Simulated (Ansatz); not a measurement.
```sh
ansatz run in.yaml --threads 2 --pin off --events-out ev --progress --plain --max-ram 4352MiB
```

```yaml
crystal:
  periodic: [false, false, false]
  atoms:
    - {symbol: O, position_ang: [-0.758472, -1.184477, 1.211597]}
    - {symbol: Al, position_ang: [0.311873, -0.282911, 0.160419]}
    - {symbol: O, position_ang: [1.884199, -0.535545, -0.185048]}
    - {symbol: S, position_ang: [-1.000147, 1.369787, -0.647425]}
    - {symbol: H, position_ang: [-0.305369, -1.924715, 1.619517]}
    - {symbol: H, position_ang: [-2.076479, 0.951040, 0.039062]}
basis:
  gaussian: {orbitals: "def2-TZVPPD.json"}
total_charge: -1
hamiltonian: {xc: {name: wB97M-V}}
```

Work out the structure from the coordinates.

Formula AlH₂O₂S⁻. This geometry has Cs symmetry. All atoms lie on one plane. Coordination: 1 O bent; 1 Al trigonal planar; 1 S bent.

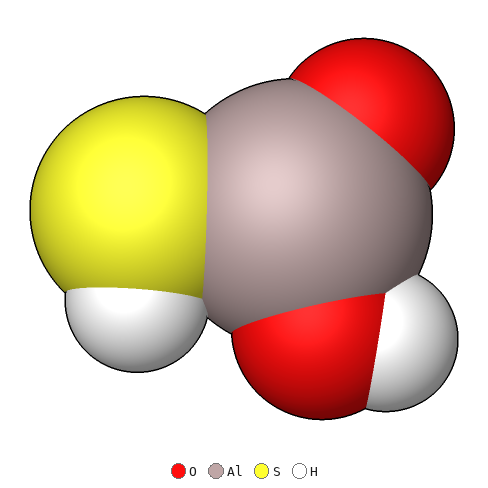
